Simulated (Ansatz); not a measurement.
**C2H6O2Si: a changed input and its effect**

System: C2H6O2Si, SMILES [SiH3]OC1CO1.
Method of run A: RKS PBE0-D4/def2-TZVPP (Ansatz 0.2.0).

The geometry comes from this level: PBE0-D4/def2-TZVP. Text and figures count atoms from 1; the logs count them from 0 in places.

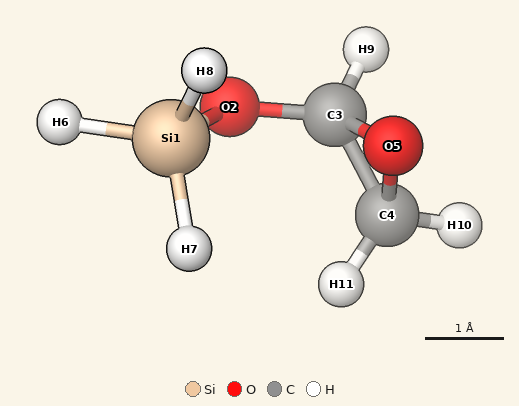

**Figure 1.** The structure (ball-and-stick view, seen at a tilt; atoms are numbered from 1 in the order of the input). Bond lengths as drawn: C–C 1.46 Å, C–H 1.09 Å, C–O 1.37 to 1.44 Å, H–Si 1.48 to 1.49 Å and O–Si 1.66 Å.

## Input file, run A
```yaml
crystal:
  periodic: [false, false, false]
  atoms:
    - {symbol: Si, position_ang: [-1.128053, 0.669061, 1.117212]}
    - {symbol: O, position_ang: [0.024955, 1.096749, -0.000334]}
    - {symbol: C, position_ang: [0.988612, 0.229331, -0.435710]}
    - {symbol: C, position_ang: [0.659927, -0.948105, -1.227455]}
    - {symbol: O, position_ang: [1.015727, -1.041252, 0.159884]}
    - {symbol: H, position_ang: [-1.972271, 1.880140, 1.233229]}
    - {symbol: H, position_ang: [-1.953476, -0.471928, 0.643443]}
    - {symbol: H, position_ang: [-0.523541, 0.336149, 2.429544]}
    - {symbol: H, position_ang: [1.955995, 0.715289, -0.538738]}
    - {symbol: H, position_ang: [1.383437, -1.373676, -1.917001]}
    - {symbol: H, position_ang: [-0.385913, -1.148860, -1.443573]}
basis:
  gaussian: {orbitals: def2-TZVPP}
hamiltonian: {xc: pbe0, dispersion: d4}
output: {orbitals: {seedname: orbitals}}
```

Command:
```bash
ansatz run in.yaml --threads 4 --pin off --events-out ev --progress --plain --max-ram 10444MiB
```

Hardware: 4 threads of Arm Neoverse V1, 23 GiB of memory available, shared host.

## Output (run A)
```
Functional definition: PBE0
  parameter a = 0.25
  parameter kappa = 0.804
  parameter beta = 0.06672455060314922
  exchange = (1 - a)*pbe_x(kappa = kappa, mu = beta*pi^2/3) + a*exact_x
  correlation = pbe_c(beta = beta)
1307 factors; their error is unknown
mean field evaluation 1: about -14130.6001 eV, gradient 5.2e1 eV
mean field evaluation 2: about -14126.9558 eV, gradient 6.9e1 eV
mean field evaluation 4: about -14135.4581 eV, gradient 3.3e0 eV
mean field evaluation 8: about -14135.4779 eV, gradient 7.8e-2 eV
mean field evaluation 16: about -14135.4945 eV, gradient 6.3e-5 eV
mean field -14135.49445692 eV, -519.4698399095 hartree, gradient 6.3e-5 eV, S^2 0.000000; 0 other end points of the search recorded, 0 dependent functions left out
reference -14135.49448979 eV, -519.4698411175 hartree; 24, 24 occupied and 226, 226 virtual orbitals, 1307 factors
Total energy: -14135.67512100 eV, -519.4764791921 hartree
```

The input of run B differs as follows (lines with − go, lines with + come):
```diff
-hamiltonian: {xc: pbe0, dispersion: d4}
+hamiltonian: {xc: {name: wB97X-V}}
```

How does run B compare with run A?

The total energies belong to different models, so their difference says nothing on which is more stable or more accurate. The HOMO goes from −7.96 to −10.38 eV. The LUMO goes from 0.47 to 2.49 eV. On the same kind of shared host run B took about 2.8 times as long.

## Output (run B)
```
Functional definition: wB97X-V
  parameter omega = 0.3/bohr
  parameter cx = 0.167
  parameter cx1 = 0.603
  parameter cx2 = 1.194
  parameter css0 = 0.556
  parameter css1 = -0.257
  parameter cos0 = 1.219
  parameter cos1 = -1.850
  parameter b = 6.0
  parameter c = 0.01
  exchange = spin_sum(e_x_unif_sr(omega)*poly(b97_u_x, 1 - cx, cx1, cx2)) + cx*exact_x_sr(omega) + exact_x_lr(omega)
  correlation = spin_sum(e_c_pw_same_spin*poly(b97_u_same, css0, css1))
      + integral(e_c_pw_opposite_spin*poly(b97_u_opposite, cos0, cos1)) + vv10(b, c)
1307 factors; their error is unknown
310 factors; integrals over basis functions are off by at most 1.2e-5 eV
mean field evaluation 1: about -14138.9236 eV, gradient 4.7e1 eV
mean field evaluation 2: about -14139.2984 eV, gradient 4.7e1 eV
mean field evaluation 4: about -14142.6561 eV, gradient 1.8e0 eV
mean field evaluation 8: about -14142.6746 eV, gradient 4.0e-2 eV
mean field evaluation 16: about -14142.6707 eV, gradient 5.6e-5 eV
mean field -14142.67074099 eV, -519.7335634849 hartree, gradient 2.7e-5 eV, S^2 0.000000; 0 other end points of the search recorded, 0 dependent functions left out
reference -14142.67073884 eV, -519.7335634059 hartree; 24, 24 occupied and 226, 226 virtual orbitals, 1307 factors
Total energy: -14142.67073884 eV, -519.7335634059 hartree
```

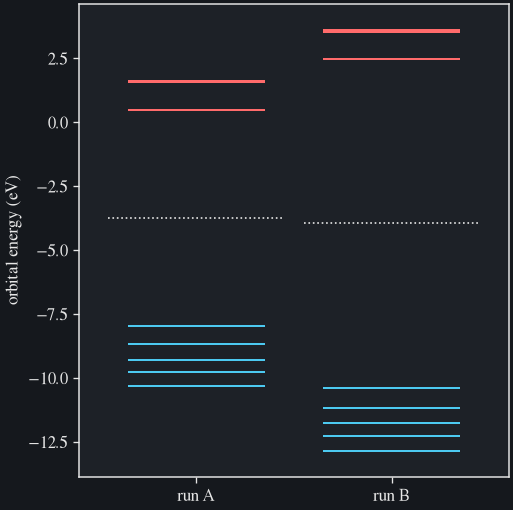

**Figure 2.** The five highest filled and three lowest empty orbital energies of the two runs; the dotted lines part filled from empty levels. The HOMO–LUMO gap is 8.43 eV in run A and 12.87 eV in run B.

## The two runs side by side

| quantity | run A | run B |
| --- | --- | --- |
| outcome | converged | converged |
| total energy (hartree) | −519.476479 | −519.733563 |
| HOMO (eV) | −7.96 | −10.38 |
| LUMO (eV) | 0.47 | 2.49 |
| basis functions | 250 | 250 |
| wall time (shared host) | 2.7 s | 7.5 s |
